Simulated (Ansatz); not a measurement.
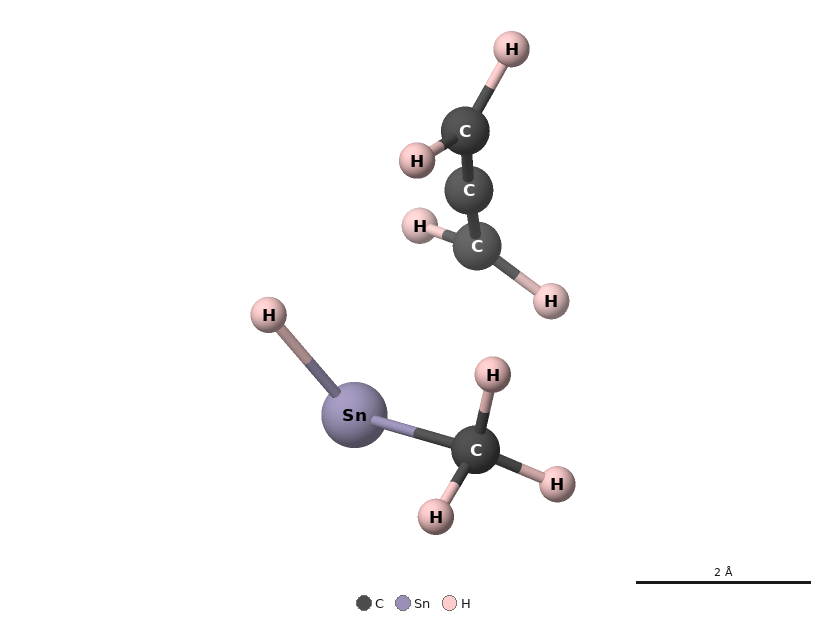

The structure as it stands in the input.

The calculation was set up as follows.

```yaml
crystal:
  periodic: [false, false, false]
  atoms:
    - {symbol: C, position_ang: [-0.993765, 1.611256, 0.588957]}
    - {symbol: C, position_ang: [-0.309313, 0.673294, 1.163039]}
    - {symbol: C, position_ang: [0.338476, -0.277754, 1.809213]}
    - {symbol: Sn, position_ang: [1.712227, -0.723115, -0.402684]}
    - {symbol: C, position_ang: [-0.034846, -1.185737, -1.660482]}
    - {symbol: H, position_ang: [-1.792856, 2.108422, 1.131695]}
    - {symbol: H, position_ang: [-0.792911, 1.922085, -0.429104]}
    - {symbol: H, position_ang: [1.169744, -0.040121, 2.464919]}
    - {symbol: H, position_ang: [-0.060178, -1.287205, 1.852234]}
    - {symbol: H, position_ang: [1.734257, 1.007260, -0.798543]}
    - {symbol: H, position_ang: [-0.774341, -0.385634, -1.694162]}
    - {symbol: H, position_ang: [-0.514422, -2.110314, -1.333271]}
    - {symbol: H, position_ang: [0.338532, -1.347336, -2.676910]}
basis:
  gaussian: {orbitals: def2-TZVPP}
correlation: {method: ccsd_t}
```

Command:

```sh
ansatz run in.yaml --threads 2 --pin off --events-out ev --progress --plain --max-ram 22528MiB --backend cuda --devices 0, --max-vram 18GiB
```

Output:

```
Functional definition: HF
  name "HF"
  cite "Fock, Z. Phys. 61, 126 (1930) doi:10.1007/BF01340294"
  parent pbe
  exchange = exact_x
  correlation = 0
1840 factors; integrals over basis functions are off by at most 1.1e-3 eV
mean field evaluation 1: about -10048.4781 eV, gradient 3.8e1 eV
mean field evaluation 2: about -10048.7253 eV, gradient 3.8e1 eV
mean field evaluation 4: about -10052.9085 eV, gradient 4.5e0 eV
mean field evaluation 8: about -10053.0014 eV, gradient 4.1e-1 eV
mean field evaluation 16: about -10053.0027 eV, gradient 1.7e-6 eV
mean field -10053.00272557 eV, -369.4410359947 hartree, gradient 1.7e-6 eV, S^2 0.000000; 0 other end points of the search recorded, 0 dependent functions left out
8 core orbitals not correlated: weight in the atoms' cores, before any rotation towards them, 1.000 or more for the frozen orbitals, at most 0.000 for the correlated occupied ones
reference -10053.00272557 eV, -369.4410359947 hartree; 19, 19 occupied and 259, 259 virtual orbitals, 1840 factors
second order -27.00776771 eV of doubles, -0.00000000 eV of singles
cycle   1  -27.11279586 eV  change   -1.1e-1 eV  update   1.2e-1
cycle   2  -27.84126995 eV  change   -7.3e-1 eV  update   3.8e-2
cycle   3  -27.98474542 eV  change   -1.4e-1 eV  update   2.1e-2
cycle   4  -27.97629912 eV  change    8.4e-3 eV  update   6.5e-3
cycle   5  -27.97428056 eV  change    2.0e-3 eV  update   3.9e-3
cycle   6  -27.97585314 eV  change   -1.6e-3 eV  update   1.6e-3
cycle   7  -27.97539822 eV  change    4.5e-4 eV  update   8.9e-4
cycle   8  -27.97529502 eV  change    1.0e-4 eV  update   3.5e-4
cycle   9  -27.97540617 eV  change   -1.1e-4 eV  update   1.3e-4
cycle  10  -27.97533987 eV  change    6.6e-5 eV  update   4.7e-5
cycle  11  -27.97535218 eV  change   -1.2e-5 eV  update   1.9e-5
perturbative correction -1.17560600 eV, -0.0432027237 hartree
Total energy: -10082.15368375 eV, -370.5123139486 hartree
```
